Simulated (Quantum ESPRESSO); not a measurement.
# NiPt: orders under volume

How does volume change the magnetic state of NiPt?

Method: PBEsol; plane waves with GBRV 1.5 PBEsol potentials, no spin-orbit coupling, in Quantum ESPRESSO 7.5.

**1. Set-up**

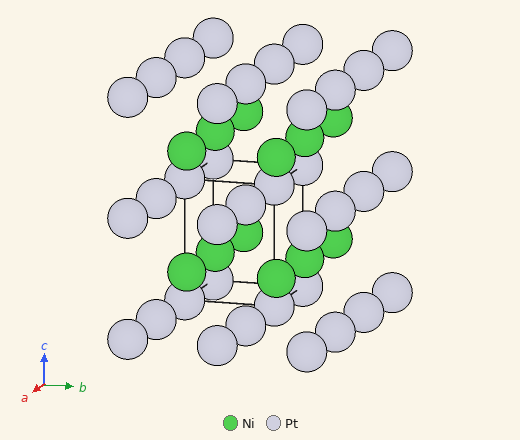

The starting structure, seen slightly off an axis (nickel green, platinum light grey). 3×2×2 cells are drawn. Some periodic images of atoms are drawn too.

The cell comes from Materials Project 2023-11-01, a database of computed structures, and need not be the stable phase.

The settings of this session are cheaper than careful work needs (see the inputs), so it shows what such settings give, not the properties of the crystal.

**2. Volume 0.94, ferro +**

All lengths scale alike; the factor is that of the volume. Atoms keep their fractional places. Seeded atoms are those given a starting moment.

Contents of pw.in:

```
&CONTROL
  calculation = 'scf'
  prefix = 'pwscf'
  outdir = './tmp'
  pseudo_dir = './pseudo'
  disk_io = 'nowf'
  tprnfor = .true.
  tstress = .true.
/
&SYSTEM
  ibrav = 0
  nat = 2
  ntyp = 2
  ecutwfc = 30
  ecutrho = 210
  nbnd = 25
  occupations = 'smearing'
  smearing = 'fd'
  degauss = 0.00734986
  nspin = 2
  starting_magnetization(1) = 0.0556
  starting_magnetization(2) = 0
/
&ELECTRONS
  conv_thr = 4d-09
  electron_maxstep = 150
  mixing_beta = 0.3
/
ATOMIC_SPECIES
Ni     58.6934 ni_pbesol_v1.4.uspp.F.UPF
Pt    195.0840 pt_pbesol_v1.4.uspp.F.UPF
CELL_PARAMETERS bohr
   5.0165035891    0.0000000000    0.0000000000
   0.0000000000    5.0165035891    0.0000000000
   0.0000000000    0.0000000000    6.6240051391
ATOMIC_POSITIONS crystal
Ni      0.5000000000    0.5000000000    0.5000000000
Pt      0.0000000000    0.0000000000    0.0000000000
K_POINTS automatic
10 10 10 0 0 0
```

Launch:

```console
> OMP_NUM_THREADS=1 mpirun -n 4 pw.x -nk 4 -in pw.in > pw.out
```

The log of the run:

```text
Program PWSCF v.7.5 starts

     Message from routine setup:
     using ibrav=0 with symmetry is DISCOURAGED, use correct ibrav instead

     K-points division:     npool     =       4
     Subspace diagonalization in iterative solution of the eigenvalue problem:

     bravais-lattice index     =            0
     lattice parameter (alat)  =       5.0165  a.u.
     unit-cell volume          =     166.6951 (a.u.)^3
     number of atoms/cell      =            2
     number of atomic types    =            2
     number of electrons       =        34.00
     number of Kohn-Sham states=           25
     kinetic-energy cutoff     =      30.0000  Ry
     charge density cutoff     =     210.0000  Ry
     scf convergence threshold =      4.0E-09
     mixing beta               =       0.3000
     number of iterations used =            8  plain     mixing
     Exchange-correlation= SLA  PW   PSX  PSC
                           (   1   4  10   8   0   0   0)

     celldm(1)=   5.016504  celldm(2)=   0.000000  celldm(3)=   0.000000
     celldm(4)=   0.000000  celldm(5)=   0.000000  celldm(6)=   0.000000

     crystal axes: (cart. coord. in units of alat)
               a(1) = (   1.000000   0.000000   0.000000 )
               a(2) = (   0.000000   1.000000   0.000000 )
               a(3) = (   0.000000   0.000000   1.320443 )

     reciprocal axes: (cart. coord. in units 2 pi/alat)
               b(1) = (  1.000000  0.000000  0.000000 )
               b(2) = (  0.000000  1.000000  0.000000 )
               b(3) = (  0.000000  0.000000  0.757322 )

     PseudoPot. # 1 for Ni read from file:
     ni_pbesol_v1.4.uspp.F.UPF
     Pseudo is Ultrasoft + core correction, Zval = 18.0

     PseudoPot. # 2 for Pt read from file:
     pt_pbesol_v1.4.uspp.F.UPF
     Pseudo is Ultrasoft + core correction, Zval = 16.0

     atomic species   valence    mass     pseudopotential
     Ni               18.00    58.69340     Ni( 1.00)
     Pt               16.00   195.08400     Pt( 1.00)

     Starting magnetic structure
     atomic species   magnetization
     Ni              0.056
     Pt              0.000

     16 Sym. Ops., with inversion, found

   Cartesian axes

     site n.     atom                  positions (alat units)
         1        Ni     tau(   1) = (   0.5000000   0.5000000   0.6602213  )
         2        Pt     tau(   2) = (   0.0000000   0.0000000   0.0000000  )

     number of k points=   126  Fermi-Dirac smearing, width (Ry)=  0.0073

     Number of k-points >= 100: set verbosity='high' to print them.

     Dense  grid:     8555 G-vectors     FFT dimensions: (  24,  24,  32)

     Smooth grid:     3703 G-vectors     FFT dimensions: (  18,  18,  24)

     Check: negative core charge=   -0.000013
     Generating pointlists ...
     new r_m :   0.3991 (alat units)  2.0019 (a.u.) for type    1
     new r_m :   0.3991 (alat units)  2.0019 (a.u.) for type    2

     Initial potential from superposition of free atoms

     starting charge      31.5000, renormalised to      34.0000

     negative rho (up, down):  9.918E-02 9.918E-02
     Starting wfcs are   25 randomized atomic wfcs

     Self-consistent Calculation

     iteration #  1     ecut=    30.00 Ry     beta= 0.30
     Davidson diagonalization with overlap
     ethr =  1.00E-02,  avg # of iterations =  5.0

     negative rho (up, down):  9.413E-02 9.405E-02

     total energy              =    -547.29852404 Ry
     estimated scf accuracy    <      23.26320891 Ry

     total magnetization       =     0.43 Bohr mag/cell
     absolute magnetization    =     0.48 Bohr mag/cell

     iteration #  2     ecut=    30.00 Ry     beta= 0.30
     Davidson diagonalization with overlap
     ethr =  1.00E-02,  avg # of iterations =  3.0

     negative rho (up, down):  9.053E-02 9.046E-02

     total energy              =    -552.41621848 Ry
     estimated scf accuracy    <      15.11005109 Ry

     total magnetization       =     0.04 Bohr mag/cell
     absolute magnetization    =     0.05 Bohr mag/cell

     [... further iterations left out ...]

     iteration # 18     ecut=    30.00 Ry     beta= 0.30
     Davidson diagonalization with overlap
     ethr =  1.63E-10,  avg # of iterations =  2.9

     negative rho (up, down):  8.869E-02 8.629E-02

     total energy              =    -553.49143654 Ry
     estimated scf accuracy    <       0.00000013 Ry

     total magnetization       =     0.92 Bohr mag/cell
     absolute magnetization    =     0.98 Bohr mag/cell

     iteration # 19     ecut=    30.00 Ry     beta= 0.30
     Davidson diagonalization with overlap
     ethr =  1.63E-10,  avg # of iterations =  2.4

     negative rho (up, down):  8.869E-02 8.629E-02

     Magnetic moment per site  (integrated on atomic sphere of radius R)
     atom   1 (R=0.399)  charge= 16.9138  magn=  0.6428
     atom   2 (R=0.399)  charge= 13.4420  magn=  0.2892

     End of self-consistent calculation

     Number of k-points >= 100: set verbosity='high' to print the bands.

     the Fermi energy is    21.7397 ev

!    total energy              =    -553.49143762 Ry
     estimated scf accuracy    <          3.7E-10 Ry
     smearing contrib. (-TS)   =      -0.00761163 Ry
     internal energy E=F+TS    =    -553.48382599 Ry

     The total energy is F=E-TS. E is the sum of the following terms:
     one-electron contribution =    -213.42431078 Ry
     hartree contribution      =     134.71889601 Ry
     xc contribution           =     -91.93065427 Ry
     ewald contribution        =    -382.84775696 Ry

     total magnetization       =     0.91 Bohr mag/cell
     absolute magnetization    =     0.98 Bohr mag/cell

     convergence has been achieved in  19 iterations

     negative rho (up, down):  8.869E-02 8.629E-02

     Forces acting on atoms (cartesian axes, Ry/au):

     atom    1 type  1   force =     0.00000000    0.00000000    0.00000000
     atom    2 type  2   force =     0.00000000    0.00000000    0.00000000

     Total force =     0.000000     Total SCF correction =     0.000000

     Computing stress (Cartesian axis) and pressure

     negative rho (up, down):  8.869E-02 8.629E-02
          total   stress  (Ry/bohr**3)                   (kbar)     P=     -879.29
  -0.00597437   0.00000000   0.00000000         -878.86        0.00        0.00
   0.00000000  -0.00597437   0.00000000            0.00     -878.86        0.00
   0.00000000   0.00000000  -0.00598313            0.00        0.00     -880.15

=------------------------------------------------------------------------------=
   JOB DONE.
=------------------------------------------------------------------------------=
```

Run time: 17 s. Hardware: 4 MPI ranks of Arm Neoverse V2, shared host; peak memory 0.26 GiB.

Spin moment in the atom's sphere by atom:

```
atom  spin moment in the atom's sphere (μB)
 Ni1                                  0.643
 Pt2                                  0.289
```

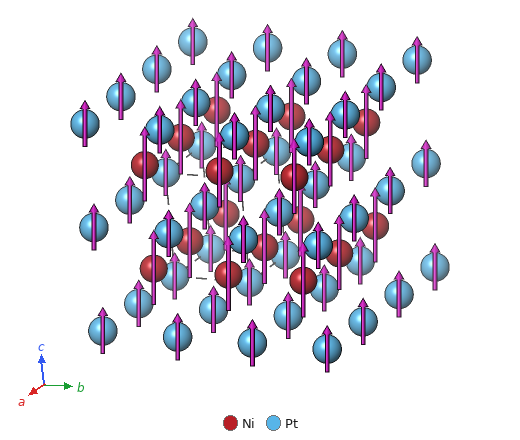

Spin moment in the atom's sphere as arrows, the longest 0.643 μB. Up and down stand for the sign. Arrows give size and sign along the axis of quantisation, drawn up and down the page. Each arrow also spans its atom, so small moments look longer than they are. 3×3×2 cells are drawn. Some periodic images of atoms are drawn too.

This step gave:

```yaml
smearing_term_ts: 0.1036 eV
pressure: -87.93 GPa
magnetization: 0.91 μB
absolute_magnetization: 0.975 μB
final_state: ferromagnetic
```

**3. Volume 0.94, antiferro q=(1/2,1/2,1/2) +-**

The wavevector q is in fractions of the reciprocal vectors of the crystal's primitive cell, as the cells of these inputs are built from it; moments change sign between cells as cos(2π q·R).

Contents of pw.in:

```
&CONTROL
  calculation = 'scf'
  prefix = 'pwscf'
  outdir = './tmp'
  pseudo_dir = './pseudo'
  disk_io = 'nowf'
  tprnfor = .true.
  tstress = .true.
/
&SYSTEM
  ibrav = 0
  nat = 4
  ntyp = 3
  ecutwfc = 30
  ecutrho = 210
  nbnd = 44
  occupations = 'smearing'
  smearing = 'fd'
  degauss = 0.00734986
  nspin = 2
  starting_magnetization(1) = 0.0556
  starting_magnetization(2) = -0.0556
  starting_magnetization(3) = 0
/
&ELECTRONS
  conv_thr = 8d-09
  electron_maxstep = 150
  mixing_beta = 0.3
/
ATOMIC_SPECIES
Ni1    58.6934 ni_pbesol_v1.4.uspp.F.UPF
Ni2    58.6934 ni_pbesol_v1.4.uspp.F.UPF
Pt    195.0840 pt_pbesol_v1.4.uspp.F.UPF
CELL_PARAMETERS bohr
  10.0330071782    0.0000000000    0.0000000000
   5.0165035891    5.0165035891    0.0000000000
   5.0165035891    0.0000000000    6.6240051391
ATOMIC_POSITIONS crystal
Ni1     0.7500000000    0.5000000000    0.5000000000
Ni2     0.2500000000    0.5000000000    0.5000000000
Pt      0.0000000000    0.0000000000    0.0000000000
Pt      0.5000000000    0.0000000000    0.0000000000
K_POINTS automatic
5 10 10 0 0 0
```

The log of the run:

```text
     [... lines left out ...]
Program PWSCF v.7.5 starts
     [... lines left out ...]
     number of atoms/cell      =            4
     [... lines left out ...]
     number of electrons       =        68.00
     number of Kohn-Sham states=           44
     kinetic-energy cutoff     =      30.0000  Ry
     charge density cutoff     =     210.0000  Ry
     scf convergence threshold =      8.0E-09
     [... lines left out ...]
     16 Sym. Ops., with inversion, found ( 8 have fractional translation)
     [... lines left out ...]
     number of k points=    63  Fermi-Dirac smearing, width (Ry)=  0.0073
     [... lines left out ...]
     iteration # 20     ecut=    30.00 Ry     beta= 0.30
     [... lines left out ...]
     Magnetic moment per site  (integrated on atomic sphere of radius R)
     atom   1 (R=0.200)  charge= 16.9244  magn= -0.0013
     atom   2 (R=0.200)  charge= 16.9244  magn= -0.0027
     atom   3 (R=0.200)  charge= 13.4370  magn= -0.0009
     atom   4 (R=0.200)  charge= 13.4370  magn= -0.0009
     [... lines left out ...]
     the Fermi energy is    21.7214 ev
!    total energy              =   -1106.98179299 Ry
     estimated scf accuracy    <          6.7E-09 Ry
     smearing contrib. (-TS)   =      -0.01747770 Ry
     [... lines left out ...]
     total magnetization       =    -0.01 Bohr mag/cell
     absolute magnetization    =     0.01 Bohr mag/cell
     convergence has been achieved in  20 iterations
     [... lines left out ...]
     Total force =     0.000000     Total SCF correction =     0.000000
     [... lines left out ...]
          total   stress  (Ry/bohr**3)                   (kbar)     P=     -892.98
     [... lines left out ...]
```

Elapsed: 49 s, on 4 MPI ranks; peak memory 0.37 GiB; 3.3 min of CPU time.

Spin moment in the atom's sphere by atom:

```csv
atom,spin moment in the atom's sphere (μB)
Ni1,-0.0013
Ni2,-0.0027
Pt3,-0.0009
Pt4,-0.0009
```

Read from the output:

```yaml
smearing_term_ts: 0.2378 eV
pressure: -89.30 GPa
magnetization: -0.006 μB
absolute_magnetization: 0.006 μB
final_state: non-magnetic
```

**4. Volume 0.94, no spin polarisation**

Contents of pw.in:

```
&CONTROL
  calculation = 'scf'
  prefix = 'pwscf'
  outdir = './tmp'
  pseudo_dir = './pseudo'
  disk_io = 'nowf'
  tprnfor = .true.
  tstress = .true.
/
&SYSTEM
  ibrav = 0
  nat = 2
  ntyp = 2
  ecutwfc = 30
  ecutrho = 210
  nbnd = 24
  occupations = 'smearing'
  smearing = 'fd'
  degauss = 0.00734986
/
&ELECTRONS
  conv_thr = 4d-09
  electron_maxstep = 150
  mixing_beta = 0.3
/
ATOMIC_SPECIES
Ni     58.6934 ni_pbesol_v1.4.uspp.F.UPF
Pt    195.0840 pt_pbesol_v1.4.uspp.F.UPF
CELL_PARAMETERS bohr
   5.0165035891    0.0000000000    0.0000000000
   0.0000000000    5.0165035891    0.0000000000
   0.0000000000    0.0000000000    6.6240051391
ATOMIC_POSITIONS crystal
Ni      0.5000000000    0.5000000000    0.5000000000
Pt      0.0000000000    0.0000000000    0.0000000000
K_POINTS automatic
10 10 10 0 0 0
```

The log of the run:

```text
     [... lines left out ...]
Program PWSCF v.7.5 starts
     [... lines left out ...]
     number of atoms/cell      =            2
     [... lines left out ...]
     number of electrons       =        34.00
     number of Kohn-Sham states=           24
     kinetic-energy cutoff     =      30.0000  Ry
     charge density cutoff     =     210.0000  Ry
     scf convergence threshold =      4.0E-09
     [... lines left out ...]
     16 Sym. Ops., with inversion, found
     [... lines left out ...]
     number of k points=   126  Fermi-Dirac smearing, width (Ry)=  0.0073
     [... lines left out ...]
     iteration # 14     ecut=    30.00 Ry     beta= 0.30
     [... lines left out ...]
     the Fermi energy is    21.7214 ev
!    total energy              =    -553.49090024 Ry
     estimated scf accuracy    <          4.1E-10 Ry
     smearing contrib. (-TS)   =      -0.00873908 Ry
     [... lines left out ...]
     convergence has been achieved in  14 iterations
     [... lines left out ...]
     Total force =     0.000000     Total SCF correction =     0.000000
     [... lines left out ...]
          total   stress  (Ry/bohr**3)                   (kbar)     P=     -893.23
     [... lines left out ...]
```

It took 7.2 s on 4 MPI ranks; peak memory 0.23 GiB; 28 s of CPU time.

Read from the output:

| Item | Value |
| --- | --- |
| smearing term TS | 0.1189 eV |
| pressure | -89.32 GPa |
| final state | non-magnetic (no spin polarisation) |

**5. Volume 1.1, ferro +**

Edit pw.in of step 4 so:

```diff
@@ -15,3 +15,3 @@
   ecutrho = 210
-  nbnd = 24
+  nbnd = 25
   occupations = 'smearing'
@@ -19,2 +19,5 @@
   degauss = 0.00734986
+  nspin = 2
+  starting_magnetization(1) = 0.0556
+  starting_magnetization(2) = 0
 /
@@ -29,5 +32,5 @@
 CELL_PARAMETERS bohr
-   5.0165035891    0.0000000000    0.0000000000
-   0.0000000000    5.0165035891    0.0000000000
-   0.0000000000    0.0000000000    6.6240051391
+   5.2863519175    0.0000000000    0.0000000000
+   0.0000000000    5.2863519175    0.0000000000
+   0.0000000000    0.0000000000    6.9803243727
 ATOMIC_POSITIONS crystal
```

The log of the run:

```text
     [... lines left out ...]
Program PWSCF v.7.5 starts
     [... lines left out ...]
     number of atoms/cell      =            2
     [... lines left out ...]
     number of electrons       =        34.00
     number of Kohn-Sham states=           25
     kinetic-energy cutoff     =      30.0000  Ry
     charge density cutoff     =     210.0000  Ry
     scf convergence threshold =      4.0E-09
     [... lines left out ...]
     16 Sym. Ops., with inversion, found
     [... lines left out ...]
     number of k points=   126  Fermi-Dirac smearing, width (Ry)=  0.0073
     [... lines left out ...]
     iteration # 20     ecut=    30.00 Ry     beta= 0.30
     [... lines left out ...]
     Magnetic moment per site  (integrated on atomic sphere of radius R)
     atom   1 (R=0.399)  charge= 16.9660  magn=  0.8719
     atom   2 (R=0.399)  charge= 13.7702  magn=  0.3588
     [... lines left out ...]
     the Fermi energy is    17.7029 ev
!    total energy              =    -553.47746307 Ry
     estimated scf accuracy    <          1.9E-09 Ry
     smearing contrib. (-TS)   =      -0.00776784 Ry
     [... lines left out ...]
     total magnetization       =     1.19 Bohr mag/cell
     absolute magnetization    =     1.29 Bohr mag/cell
     convergence has been achieved in  20 iterations
     [... lines left out ...]
     Total force =     0.000000     Total SCF correction =     0.000000
     [... lines left out ...]
          total   stress  (Ry/bohr**3)                   (kbar)     P=    -1048.07
     [... lines left out ...]
```

Elapsed: 16 s, on 4 MPI ranks; peak memory 0.28 GiB.

Read from the output:

```
smearing term TS       : 0.1057 eV
pressure               : -104.8 GPa
magnetization          : 1.192 μB
absolute magnetization : 1.292 μB
final state            : ferromagnetic
largest moment         : 0.8719 μB
```

**6. Trends**

The runs not shown differ from these in the moved quantity alone.

Weakly magnetic means a largest site moment between 0.06 and 0.15 μB, which need not be converged. States, by row:

```
volume        ferro +  antiferro q=(1/2,1/2,1/2) +-  no spin polarisation
  0.94  ferromagnetic                  non-magnetic          non-magnetic
  0.97  ferromagnetic                  non-magnetic          non-magnetic
     1  ferromagnetic                  non-magnetic          non-magnetic
  1.03   non-magnetic               weakly magnetic          non-magnetic
  1.06  ferromagnetic             antiferromagnetic          non-magnetic
   1.1  ferromagnetic             antiferromagnetic          non-magnetic
```

Table of largest site moment by volume:

| volume (factor) | ferro + (μB) | antiferro q=(1/2,1/2,1/2) +- (μB) |
| --- | --- | --- |
| 0.9400 | 0.643 | 0.00271 |
| 0.9700 | 0.729 | 9.8e-5 |
| 1.0000 | 0.778 | 0.00293 |
| 1.0300 | 1.1e-4 | 0.122 |
| 1.0600 | 0.841 | 0.316 |
| 1.1000 | 0.872 | 0.459 |

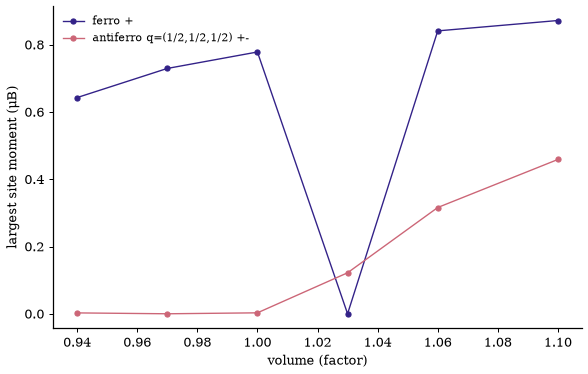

Largest site moment against volume.

Table of energy less that of the parallel start by volume; values in meV a seeded atom:

```
volume (factor)  antiferro q=(1/2,1/2,1/2) +-  no spin polarisation
         0.9400                          7.36                  7.31
         0.9700                          16.6                  16.6
         1.0000                          24.6                  24.5
         1.0300                        0.0342               -0.0448
         1.0600                          37.1                  37.6
         1.1000                          42.1                  44.7
```

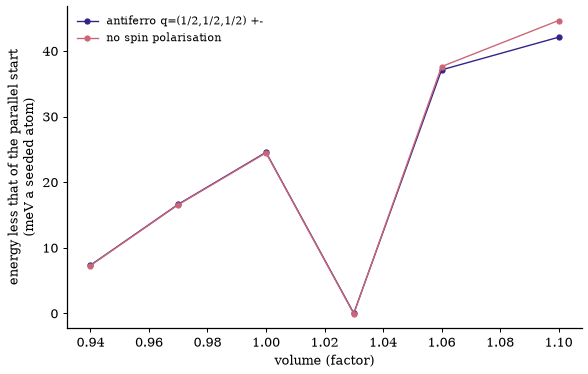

Energy less that of the parallel start, plotted against volume.

The energy over the lowest by volume; values in meV an atom:

| volume (factor) | ferro + | antiferro q=(1/2,1/2,1/2) +- | no spin polarisation |
| --- | --- | --- | --- |
| 0.9400 | 15.3 | 19.0 | 19.0 |
| 0.9700 | 0 | 8.32 | 8.29 |
| 1.0000 | 4.76 | 17.0 | 17.0 |
| 1.0300 | 35.8 | 35.8 | 35.8 |
| 1.0600 | 49.2 | 67.7 | 68.0 |
| 1.1000 | 110 | 131 | 133 |

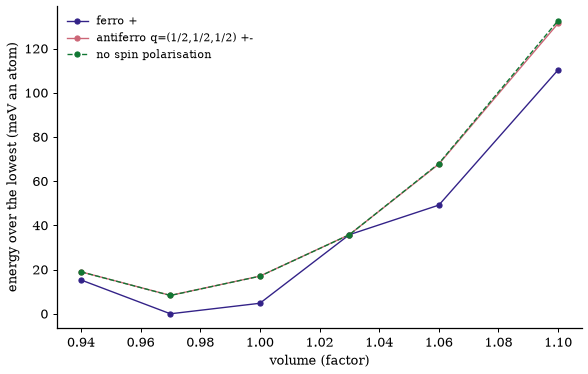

Energy over the lowest, plotted against volume.

**7. Summary of results**

```yaml
moment_parallel_start: 1.1e-4 to 0.872 μB
states_met_from_these_starts: antiferromagnetic, ferromagnetic, non-magnetic and weakly magnetic
```

**Reading.** The parallel start holds a moment of 0.15 μB or more only at 0.94, 0.97, 1, 1.06 and 1.1. The moment comes and goes along the series, which is no trend: it can come from the settings or from runs caught in different solutions. Some or all runs of the second start lost their moments or typed signs, and their energies are those of the state reached. The largest moment of the start antiferro q=(1/2,1/2,1/2) +- lies between 9.8e-5 and 0.459 μB. Energies are free energies at an electronic temperature of 1160 K, which lowers moments and differences where the moments are itinerant. The cutoff lies under the 40 Ry that these files are usually run at. The pressure suffers first from an incomplete basis and comes out too low.

[Logs and program files are shortened in this print: banners, set-up blocks, solver, clock and traceback lines can be left out without a mark of their own.]

[Logs are printed without paths, hosts, clocks, repeated set-up lines and the standing remarks that a program may print on its own settings, such as how far it seeks lower states.]

[Hosts, paths, dates, database ids (printed as entryN), source tags and the programs' standing remarks are cut or masked in the printed files.]

[Where a cell is said to come from a database of computed structures, the database is the Materials Project.]
